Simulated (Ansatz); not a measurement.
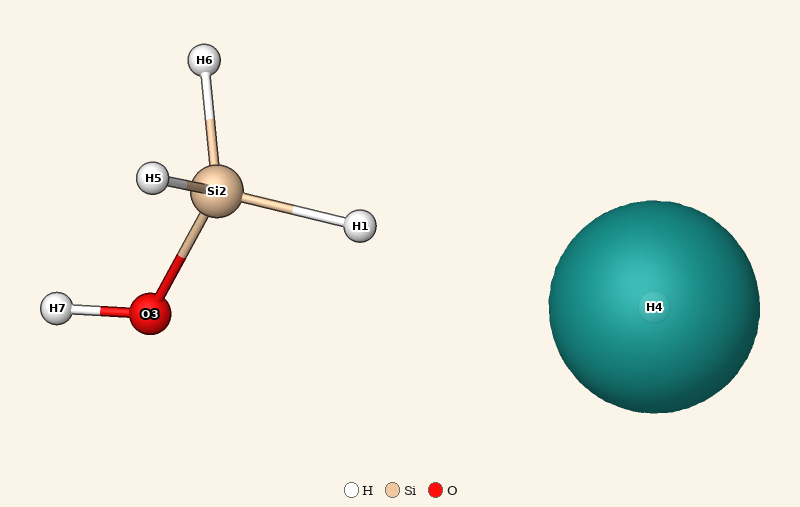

*H₄OSi···H (doublet). Isosurface of the spin density (α minus β) at +0.04 e/Å³ (teal), seen at a tilt.*

The reactant side of a reaction path; geometry: PBE0-D4/def2-TZVP.

These are results of Ansatz, UKS PBE0-D4/def2-TZVPP, not measurements.

```xyz
7

H    -0.5570   -0.4835    0.7779
Si    0.3673    0.3971    0.0284
O     0.1526    0.0278   -1.5631
H    -2.4542   -2.4185    2.1890
H     0.0466    1.8236    0.3097
H     1.7687    0.1488    0.4659
H     0.6760    0.5047   -2.2077
```

**Where is the unpaired spin?**

The unpaired spin (1 electron) lies mostly on H4 (about 1.0), in electrons by Hirshfeld's partition.
